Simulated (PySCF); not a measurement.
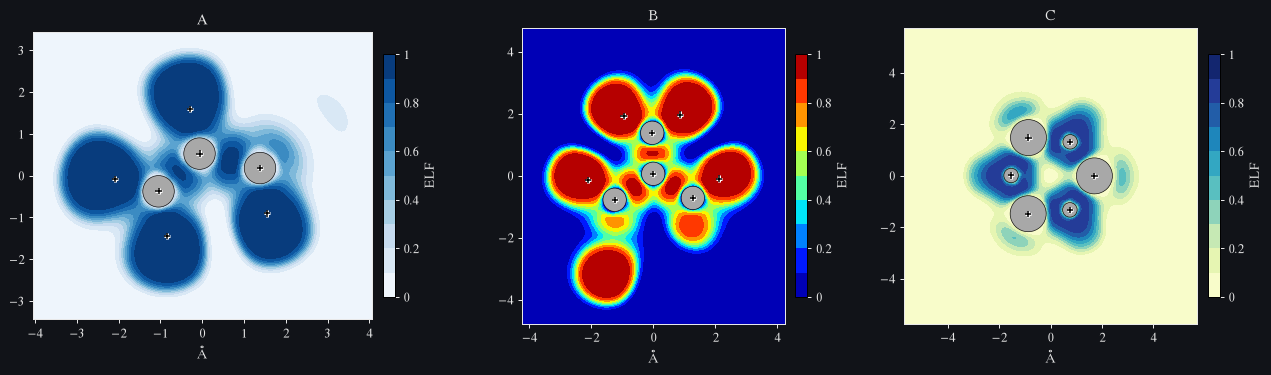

The ELF of 3 systems, each on a plane through atoms (crosses mark nuclei in the plane; grey discs cover the cores).

All numbers below come from PBE0/pcSseg-1, SCF density, gas phase, non-relativistic (PySCF).

System 1: C$_{3}$H$_{12}$O$_{3}$Si$_{3}$, the plane of atoms Si2, O9 and Si7. Geometry: GFN2-xTB.

```xyz
21

C     3.2260   -0.7458   -0.4068
Si    1.5392   -0.6065    0.4265
O     1.0963    0.9590    0.4978
Si   -0.2257    1.7254   -0.0655
C    -1.1335    2.5563    1.3651
O    -1.2144    0.6283   -0.7516
Si   -0.9683   -0.9384   -1.1216
C    -2.3943   -1.9607   -0.4271
O     0.4323   -1.4222   -0.4461
H     3.2180   -0.3428   -1.4159
H     3.9761   -0.2066    0.1614
H     3.5372   -1.7830   -0.4644
H     1.4352   -1.1180    1.7895
H     0.2469    2.5912   -1.1407
H    -0.4935    3.2893    1.8438
H    -1.4460    1.8416    2.1216
H    -2.0179    3.0723    1.0077
H    -0.7533   -0.9981   -2.5636
H    -2.4812   -1.8623    0.6516
H    -2.2526   -3.0114   -0.6552
H    -3.3357   -1.6506   -0.8673
```

System 2: C$_{6}$H$_{10}$S (SMILES C=C1CCSCC1), the plane of atoms C2, C1 and H8. Geometry: GFN2-xTB.

```csv
atom,x (Å),y (Å),z (Å)
C,1.7788,-0.9891,-0.5869
C,0.7288,-0.5084,0.0571
C,0.7337,0.8364,0.7200
C,0.0268,1.8130,-0.2049
S,-1.7311,1.3731,-0.4426
C,-1.8498,-0.4297,-0.0681
C,-0.5709,-1.2521,0.1537
H,2.7147,-0.4576,-0.6187
H,1.7502,-1.9363,-1.0982
H,1.7556,1.1829,0.8846
H,0.2154,0.7955,1.6807
H,0.0165,2.8242,0.2018
H,0.5065,1.8226,-1.1851
H,-2.4908,-0.4795,0.8123
H,-2.4086,-0.8295,-0.9137
H,-0.6189,-1.6816,1.1605
H,-0.5569,-2.0840,-0.5526
```

System 3: C$_{3}$H$_{5}$Cl, the plane of atoms C3, C2 and H7. Geometry: PBE0-D3(BJ)/def2-SVP.

```xyz
9

C     1.4031   -0.2395   -0.1557
C     0.2912    0.4788   -0.0002
C    -1.0812   -0.0940   -0.0455
Cl   -1.9560    0.1970    1.4978
H     2.3908    0.2278   -0.1331
H     1.3673   -1.3222   -0.3122
H     0.3528    1.5598    0.1676
H    -1.6900    0.3772   -0.8302
H    -1.0645   -1.1789   -0.2136
```

Question: Match each panel to its system.

Answer: Panel A is system 3, C$_{3}$H$_{5}$Cl: the plane holds C and H. C–C (1.33 Å): the ELF peaks at about 0.90 between the atoms: a short, multiple covalent bond. Panel B is system 2, C$_{6}$H$_{10}$S: the plane holds C and H. C–C (1.32 Å): the ELF peaks at about 0.90 between the atoms; a short, multiple covalent bond. Panel C is system 1, C$_{3}$H$_{12}$O$_{3}$Si$_{3}$: the plane holds Si and O. Si–O (1.63 Å): the ELF peaks at about 0.85 between the atoms, as expected for a polar covalent bond.
